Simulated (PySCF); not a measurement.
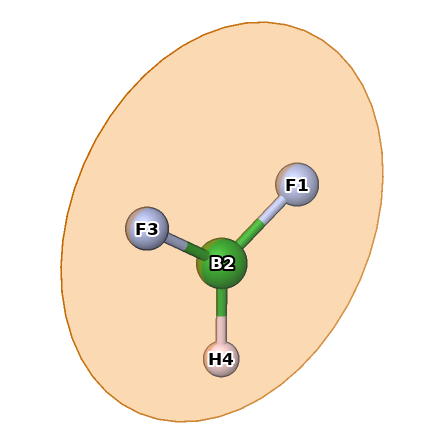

A disc through the centre of mass is drawn in. Distant atoms are faded towards the background colour. The computed structure is the end point of a GFN2-xTB optimisation. No frequency run is at hand to confirm it as a minimum.

Question: Is the plane of the disc a mirror plane of the structure?

Answer: Yes. The reflection leaves F1, B2, F3, H4 in place. The point group is C2v.
